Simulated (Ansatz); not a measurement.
## Electronic structure of AlH2NO (SMILES [NH2][Al+][O-]) in real space

The calculation's input:

```
crystal:
  periodic: [false, false, false]
  atoms:
    - symbol: Al
      position_ang: [-3.154167, -2.804769, -1.089660]
    - symbol: "N"
      position_ang: [-1.664860, -1.900046, -0.921035]
    - symbol: O
      position_ang: [-4.511877, -3.630270, -1.244442]
    - symbol: H
      position_ang: [-0.898467, -1.930642, -1.573378]
    - symbol: H
      position_ang: [-1.454593, -1.277372, -0.158264]
basis:
  gaussian: {orbitals: def2-TZVPD}
hamiltonian: {xc: pbe0}
output: {forces: true, orbitals: {seedname: orbitals}}
```

Launched as:

```sh
ansatz run input.yaml --threads 2 --pin off --max-ram 4350MiB --events-out events.jsonl --progress --plain --runs-dir runs
```

Geometry: PBE0-D4/def2-TZVP.

Level of theory: isolated molecule in a Gaussian basis; Kohn-Sham density functional theory, functional PBE0 in Ansatz.

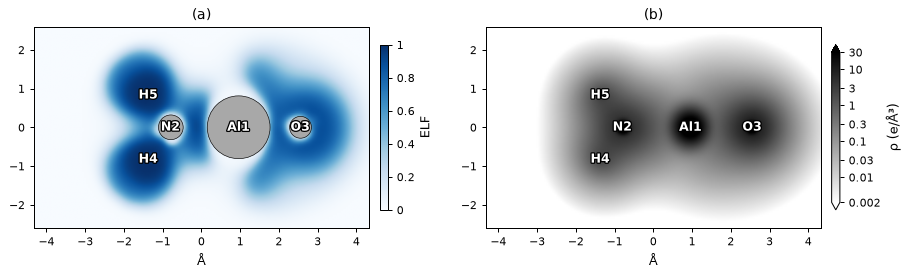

Figure 1. (a) ELF; (b) electron density on the molecular plane. Grey discs cover the atomic cores in the ELF map.

### What does the map show?

- Atoms in the plane: Al, N, O and H.
- Al–O (1.60 Å): ρ at the midpoint is about 1.1 e/Å³; the ELF peaks at about 0.80 in the valence shell of O, 0.6 Å from its nucleus, and is about 0.40 at the midpoint.
- Al–N (1.75 Å): ρ at the midpoint is about 0.89 e/Å³; the ELF peaks at about 0.90 in the valence shell of N, 0.7 Å from its nucleus, and is about 0.60 at the midpoint.
- N–H (1.01 Å): ρ at the midpoint is about 2.9 e/Å³; the ELF climbs to about 1 towards the hydrogen, as it does in any bond to H: a covalent bond by its length.
- The ELF also peaks beside O3, away from the bonds: lone-pair regions.

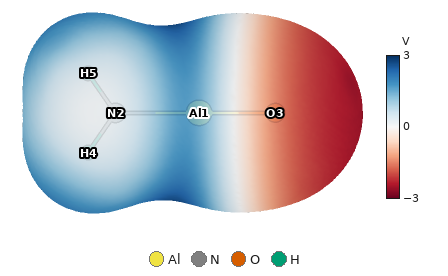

Figure 2. The electrostatic potential painted on the density surface at 0.001 e/bohr³, seen across its widest extent; the colour scale runs from red (negative) to blue (positive).

### Describe the electrostatic potential map.

The most negative region (about −2.5 V) lies over O3, the most positive (about +2.7 V) over Al1. O3 is the likeliest acceptor of a hydrogen bond.

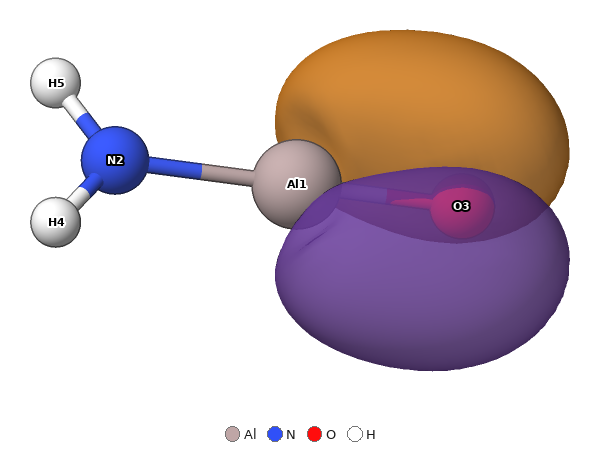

Figure 3. The HOMO−1 at ±0.1 Å⁻³ᐟ² (orange and purple are the two phases), seen at an oblique angle.

### What is the character of this orbital?

Its weight (Hirshfeld) is mainly on O3 (about 80 %) and Al1 (about 20 %); it is symmetric in the molecular plane (an in-plane orbital: σ, lone-pair or in-plane π type). Its energy is −7.34 eV.

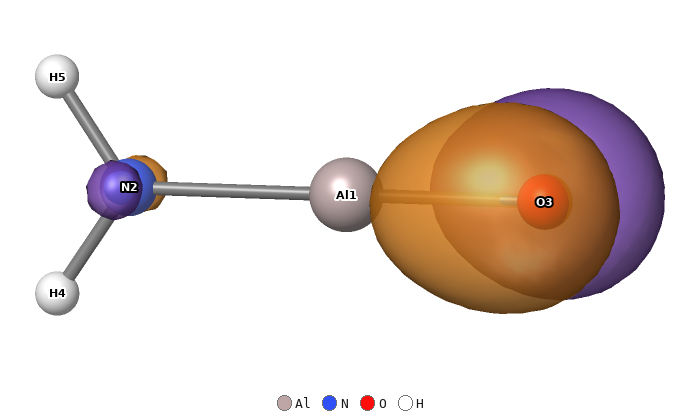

Figure 4. The HOMO at ±0.2 Å⁻³ᐟ² (orange and purple are the two phases), seen at a tilt.

### Where does this orbital lie, and at what energy?

Its weight (Hirshfeld) is mainly on O3 (about 80 %) and Al1 (about 20 %); it changes sign across the molecular plane (π type). Its energy is −7.26 eV.
